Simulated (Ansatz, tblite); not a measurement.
# Sn(N(SiH3)2)2 (H₁₂N₂Si₄Sn): spin-state energies by level

Is the singlet the ground state of Sn(N(SiH3)2)2 (H₁₂N₂Si₄Sn)? Other spin states are computed and compared level by level.

Program: Ansatz 0.2.0, Gaussian basis. Level of theory: as each input shows. These are calculated values, not measurements.

The runs, in order: triplet, at the geometry of the singlet (GFN1-xTB, GFN2-xTB, PBE0-D4/def2-TZVP, PBE-D4/def2-TZVP, r2SCAN-D4/def2-TZVP); the singlet's energies come from earlier runs.

2 further runs of the same task are left out: 2 set aside as unsound or not needed.

## Step 1: The structure

The geometry is that of the singlet, from an earlier relaxation (r2SCAN-D4/def2-SVP).

19 atoms, charge 0, spin multiplicity 1.

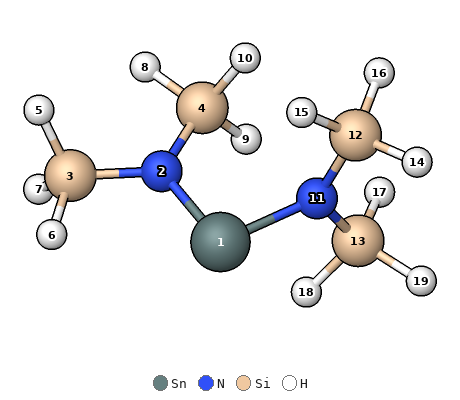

The structure; tin teal, nitrogen blue, silicon light orange, hydrogen white; atoms are numbered from 1 in the order of the file.

Sn takes a core potential in the def2 sets. No spin-orbit coupling is included.

## Step 2: Triplet at the fixed geometry, GFN1-xTB

Tight binding, by tblite at 300 K electronic temperature and without a spin-polarisation term:

```python
tblite.interface.Calculator('GFN1-xTB', numbers, positions, charge=0, uhf=2).singlepoint()
```

Energy -620.6041 eV; 0.03 s.

## Step 3: Triplet at the fixed geometry, GFN2-xTB

Tight binding, by tblite at 300 K electronic temperature and without a spin-polarisation term:

```python
tblite.interface.Calculator('GFN2-xTB', numbers, positions, charge=0, uhf=2).singlepoint()
```

Energy -570.8913 eV; 0.029 s.

## Step 4: Triplet at the fixed geometry, PBE0-D4/def2-TZVP

in.yaml

```yaml
crystal:
  periodic: [false, false, false]
  atoms:
    - {symbol: Sn, position_ang: [-0.313891, 1.063188, -1.538339]}
    - {symbol: N, position_ang: [1.423355, 0.523684, -0.522523]}
    - {symbol: Si, position_ang: [2.971747, 1.115401, -1.096218]}
    - {symbol: Si, position_ang: [1.355518, -0.522495, 0.894730]}
    - {symbol: H, position_ang: [3.667145, 1.961126, -0.077179]}
    - {symbol: H, position_ang: [2.708898, 1.954764, -2.309069]}
    - {symbol: H, position_ang: [3.895197, 0.003293, -1.480031]}
    - {symbol: H, position_ang: [2.767998, -0.720149, 1.355477]}
    - {symbol: H, position_ang: [0.783442, -1.866250, 0.585865]}
    - {symbol: H, position_ang: [0.591830, 0.089715, 2.021942]}
    - {symbol: N, position_ang: [-1.569567, -0.018713, -0.194772]}
    - {symbol: Si, position_ang: [-2.260429, 0.850035, 1.146694]}
    - {symbol: Si, position_ang: [-2.065958, -1.603754, -0.715025]}
    - {symbol: H, position_ang: [-3.717337, 1.152802, 0.961342]}
    - {symbol: H, position_ang: [-1.536074, 2.163387, 1.245206]}
    - {symbol: H, position_ang: [-2.114796, 0.121118, 2.444620]}
    - {symbol: H, position_ang: [-1.845639, -2.654325, 0.326874]}
    - {symbol: H, position_ang: [-1.235227, -1.944053, -1.922697]}
    - {symbol: H, position_ang: [-3.506231, -1.668755, -1.126887]}
basis:
  gaussian: {orbitals: def2-TZVP}
magnetization: {spin_polarized: true, initial_magnetization: 2}
hamiltonian: {xc: pbe0, dispersion: d4}
scf: {omitted_lower_state_checks: [starts]}
output: {orbitals: {seedname: orbitals}}
```

Started as:

```
$ ansatz run in.yaml --threads 4 --pin off --events-out ev --progress --plain --max-ram 4787MiB
```

Output:

```text
Functional definition: PBE0
  name "PBE0"
  cite "Adamo & Barone, J. Chem. Phys. 110, 6158 (1999) doi:10.1063/1.478522"
  cite "Perdew, Burke & Ernzerhof, Phys. Rev. Lett. 77, 3865 (1996) doi:10.1103/PhysRevLett.77.3865"
  parent pbe
  parameter a = 0.25
  parameter kappa = 0.804
  parameter beta = 0.06672455060314922
  exchange = (1 - a)*pbe_x(kappa = kappa, mu = beta*pi^2/3) + a*exact_x
  correlation = pbe_c(beta = beta)
these checks for a lower state are left out or cut short: starts
2371 factors; their error is unknown
the host lacks memory for fits, so the integrals are decomposed
2336 factors; integrals over basis functions are off by at most 1.2e-3 eV
mean field evaluation 1: about -40487.4346 eV, gradient 6.2e1 eV
mean field evaluation 2: about -40409.2135 eV, gradient 1.3e2 eV
mean field evaluation 4: about -40502.1710 eV, gradient 1.2e1 eV
mean field evaluation 8: about -40502.8964 eV, gradient 6.2e-1 eV
mean field evaluation 16: about -40502.8999 eV, gradient 3.3e-3 eV
mean field -40502.89994187 eV, -1488.4541190121 hartree, gradient 2.8e-5 eV, S^2 2.008199; 0 other end points of the search recorded, 0 dependent functions left out
reference -40502.89999430 eV, -1488.4541209389 hartree; 53, 51 occupied and 279, 281 virtual orbitals, 2336 factors
Total energy: -40503.55597323 eV, -1488.4782277200 hartree
Checks for a lower state left out: starts
```

It took 24 s on 4 threads of Intel Xeon at 2.70GHz, shared host; peak memory 1.9 GiB.

From the report: HOMO -4.56 eV, LUMO -5.30 eV (over both spins; with the spin held, an empty level of the minority spin lies below the top filled one); ⟨S²⟩ 2.008 (pure: 2.00).

## Step 5: Triplet at the fixed geometry, PBE-D4/def2-TZVP

start.molden holds the orbitals of an earlier run on this state, given as this run's starting guess.

in.yaml: that of step 4 with these lines changed.

```diff
@@ -23,5 +23,5 @@
 basis:
-  gaussian: {orbitals: def2-TZVP}
+  gaussian: {orbitals: def2-TZVP, initial_orbitals: start.molden}
 magnetization: {spin_polarized: true, initial_magnetization: 2}
-hamiltonian: {xc: pbe0, dispersion: d4}
+hamiltonian: {xc: pbe, dispersion: d4}
 scf: {omitted_lower_state_checks: [starts]}
```

Same command.

Output:

```text
Functional definition: PBE
  name "PBE"
  cite "Perdew, Burke & Ernzerhof, Phys. Rev. Lett. 77, 3865 (1996) doi:10.1103/PhysRevLett.77.3865"
  parent pbe
  parameter kappa = 0.804
  parameter beta = 0.06672455060314922
  exchange = pbe_x(kappa = kappa, mu = beta*pi^2/3)
  correlation = pbe_c(beta = beta)
these checks for a lower state are left out or cut short: starts
2234 factors; their error is unknown
mean field evaluation 1: about -40498.9469 eV, gradient 1.0e1 eV
mean field evaluation 2: about -40499.1908 eV, gradient 3.8e-1 eV
mean field evaluation 4: about -40499.1719 eV, gradient 5.7e-2 eV
mean field evaluation 8: about -40499.1720 eV, gradient 3.9e-5 eV
mean field -40499.17197553 eV, -1488.3171187760 hartree, gradient 9.3e-6 eV, S^2 2.003510; 0 other end points of the search recorded, 0 dependent functions left out
reference -40499.17204509 eV, -1488.3171213324 hartree; 53, 51 occupied and 279, 281 virtual orbitals, 2234 factors
Total energy: -40499.92491918 eV, -1488.3447889448 hartree
Checks for a lower state left out: starts
```

Run time: 13 s. Hardware: 4 threads of Intel Xeon at 2.70GHz, shared host; peak memory 0.84 GiB.

HOMO -3.48 eV, LUMO -5.99 eV (over both spins; with the spin held, an empty level of the minority spin lies below the top filled one); ⟨S²⟩ 2.004 (pure: 2.00).

## Step 6: Triplet at the fixed geometry, r2SCAN-D4/def2-TZVP

in.yaml: that of step 5 with these lines changed.

```diff
@@ -25,3 +25,3 @@
 magnetization: {spin_polarized: true, initial_magnetization: 2}
-hamiltonian: {xc: pbe, dispersion: d4}
+hamiltonian: {xc: r2scan, dispersion: d4}
 scf: {omitted_lower_state_checks: [starts]}
```

Same command.

Output:

```text
Functional definition: r2SCAN
  name "r2SCAN"
  cite "Furness, Kaplan, Ning, Perdew & Sun, J. Phys. Chem. Lett. 11, 8208 (2020) doi:10.1021/acs.jpclett.0c02405"
  cite "Furness, Kaplan, Ning, Perdew & Sun, J. Phys. Chem. Lett. 11, 9248 (2020) doi:10.1021/acs.jpclett.0c03077"
  parent r2scan
  parameter k0 = 0.174
  parameter k1 = 0.065
  parameter a1 = 4.9479
  exchange = r2scan_x(k0 = k0, k1 = k1, a1 = a1)
  correlation = r2scan_c
these checks for a lower state are left out or cut short: starts
2234 factors; their error is unknown
mean field evaluation 1: about -40517.5807 eV, gradient 7.0e0 eV
mean field evaluation 2: about -40517.6622 eV, gradient 1.4e-1 eV
mean field evaluation 4: about -40517.6354 eV, gradient 1.1e-2 eV
mean field evaluation 8: about -40517.6354 eV, gradient 7.3e-5 eV
mean field -40517.63540957 eV, -1488.9956374619 hartree, gradient 2.1e-5 eV, S^2 2.008617; 0 other end points of the search recorded, 0 dependent functions left out
reference -40517.63543657 eV, -1488.9956384542 hartree; 53, 51 occupied and 279, 281 virtual orbitals, 2234 factors
Total energy: -40517.82705013 eV, -1489.0026801228 hartree
Checks for a lower state left out: starts
```

Wall time 22 s (4 threads of Intel Xeon at 2.70GHz, shared host); peak memory 0.97 GiB.

HOMO -3.83 eV, LUMO -5.89 eV (over both spins; with the spin held, an empty level of the minority spin lies below the top filled one); ⟨S²⟩ 2.009 (pure: 2.00).

## Step 7: Triplet less singlet, vertical

The singlet's energies are those of its earlier runs, whose logs aren't repeated here.

| level | triplet less singlet, vertical (kJ/mol) | time |
| --- | --- | --- |
| GFN1-xTB | +326.7 | 0.059 s |
| GFN2-xTB | +312.3 | 0.054 s |
| PBE-D4/def2-TZVP | +256.2 | 20 s |
| r2SCAN-D4/def2-TZVP | +250.0 | 35 s |
| PBE0-D4/def2-TZVP | +259.1 | 36 s |

Times add the two runs; a level without a time comes out of a correlated run. Tight binding without a spin term can't rank spin states.

## Step 8: Summary of results

| quantity | value |
| --- | --- |
| triplet less singlet, vertical, functionals in def2-TZVP | +250.0 (r2SCAN-D4) to +259.1 kJ/mol (PBE0-D4) |

What this shows: All functionals put the triplet above the singlet, over a spread of 9.1 kJ/mol. The checks for a lower triplet were left out, so another state of that spin may lie lower. These are electronic energies, without zero-point motion, entropy or surroundings.
